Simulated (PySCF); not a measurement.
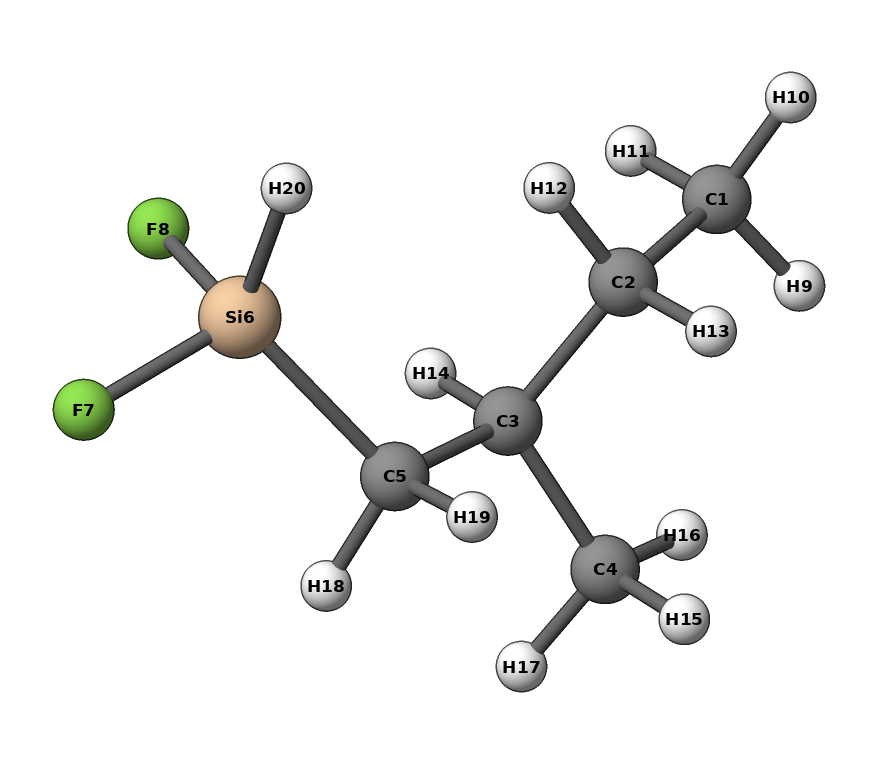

The questions are on isotropic NMR shieldings of the F atoms. Computed geometry: GFN2-xTB optimisation. No frequency run is at hand to confirm it as a minimum. Level of theory: GIAO PBE0/pcSseg-1 NMR shielding, non-relativistic, gas phase (PySCF 2.14.0).

Give the isotropic NMR shieldings of the F atoms atom by atom.

```
atom  σ (ppm)
  F7    326.4
  F8    336.6
```

The geometry is semi-empirical. Around Si such bond lengths and angles can be off by a tenth of an ångström or more and by several degrees, and values that hang on the shape move with them.
